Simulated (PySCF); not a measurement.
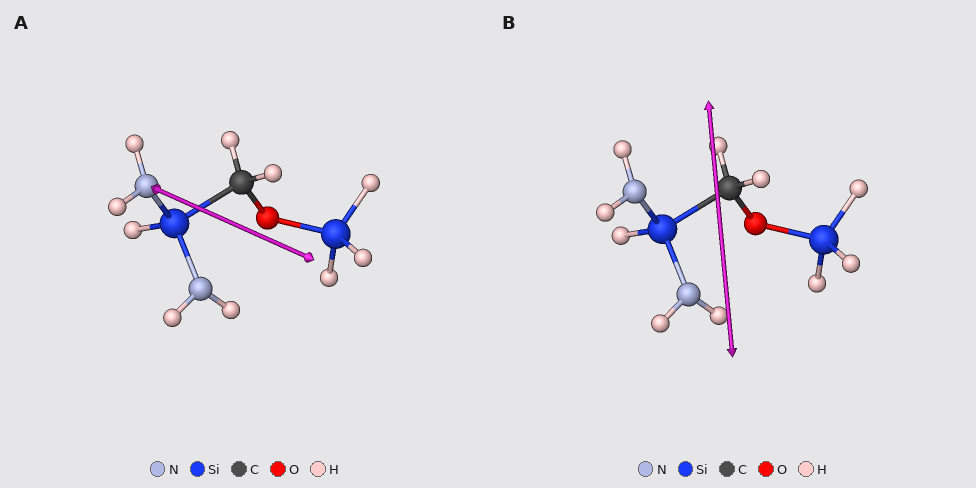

The double arrows show the directions of two transition dipoles from the ground state (lengths mean nothing). Computed geometry: GFN2-xTB optimisation. No frequency run is at hand to confirm it as a minimum. Method: TDDFT B3LYP/def2-SVPD, vertical, gas phase, core orbitals frozen in the response (PySCF 2.14.0).

> One belongs to singlet state 5 and one to singlet state 7. Which is which?

A: state 7, 6.88 eV (180 nm), oscillator strength 0.025, mainly HOMO−1 → LUMO+2 (weight 0.79).
B: state 5, 6.58 eV (188 nm), oscillator strength 0.023, mainly HOMO → LUMO+2 (weight 0.64).

The geometry is semi-empirical. Around Si such bond lengths and angles can be off by a tenth of an ångström or more and by several degrees, and values that hang on the shape move with them.
